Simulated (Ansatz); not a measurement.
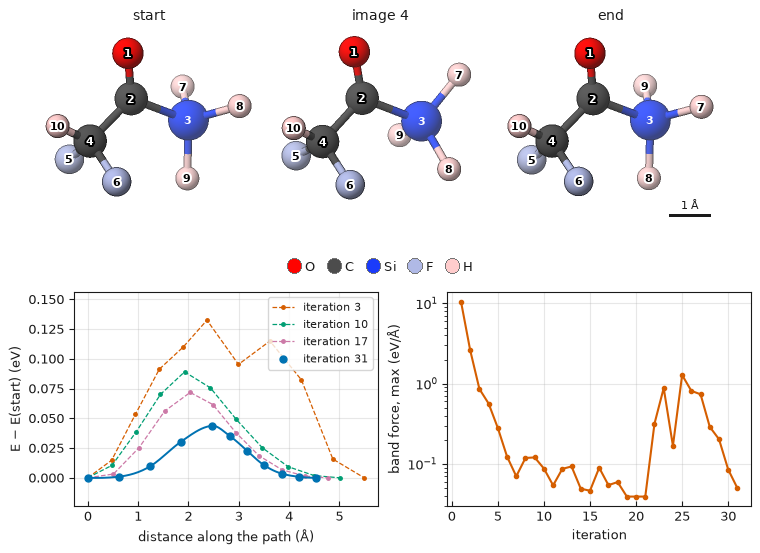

NEB run on C₂H₄F₂OSi. Images are numbered from 0 (start) to 10 (end). The plot follows the band through its iterations. The picture is a ball-and-stick view, seen at a tilt.

These are results of RKS LDA/6-31G* in Ansatz 0.2.0, not measurements. Settings: 9 movable images; climbing image; force threshold 0.05 eV/Å; iteration limit 60; starting path through a guess of the saddle point.

Did the band converge, and can the barrier be trusted?

The result is final at these settings. The band converged in 31 iterations. The largest component of the band force went from 11 to 0.05 eV/Å. The climbing image converged on the top of the path. Its vibrational analysis gives one imaginary mode (104i cm⁻¹), as a transition state must have. The first iteration put the highest image at 3.565 eV. The two ends have the same energy, and the highest point, image 4, lies 0.044 eV above the start.
